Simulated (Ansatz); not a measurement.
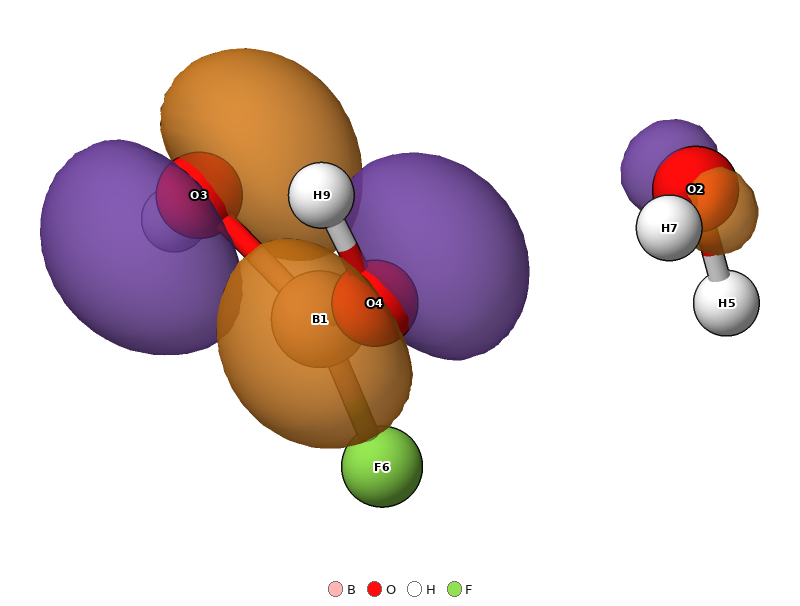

BFH$_{2}$O$_{2}$···H$_{2}$O. The HOMO−1 at ±0.15 Å⁻³ᐟ² (orange and purple are the two phases), seen from one side.

The product side of a reaction path; geometry: PBE0-D4/def2-TZVP.

Method: RKS PBE0-D4/def2-TZVPP (Ansatz 0.2.0).

Input

```
crystal:
  periodic: [false, false, false]
  atoms:
    - {symbol: B, position_ang: [-0.673697, -0.436735, 0.322708]}
    - {symbol: O, position_ang: [1.735166, 0.948031, -0.439644]}
    - {symbol: O, position_ang: [-0.802421, -1.539932, -0.454386]}
    - {symbol: O, position_ang: [-1.227547, 0.750908, -0.038145]}
    - {symbol: H, position_ang: [2.079033, 0.873716, 0.454011]}
    - {symbol: F, position_ang: [-0.050876, -0.488858, 1.502586]}
    - {symbol: H, position_ang: [0.955978, 1.505959, -0.353072]}
    - {symbol: H, position_ang: [-0.342480, -2.307141, -0.107161]}
    - {symbol: H, position_ang: [-1.673259, 0.693950, -0.886897]}
basis:
  gaussian: {orbitals: def2-TZVPP}
hamiltonian: {xc: pbe0, dispersion: d4}
output: {orbitals: {seedname: orbitals}}
```

Run with:

```sh
ansatz run in.yaml --threads 4 --pin off --events-out ev --progress --plain --max-ram 9574MiB
```

Q: Where does this orbital lie, and at what energy?

A: Its weight (Hirshfeld) is mainly on O3 (about 45 %) and O4 (about 40 %); largely a combination of lone pairs on O3 and O4. Its energy is −9.80 eV.
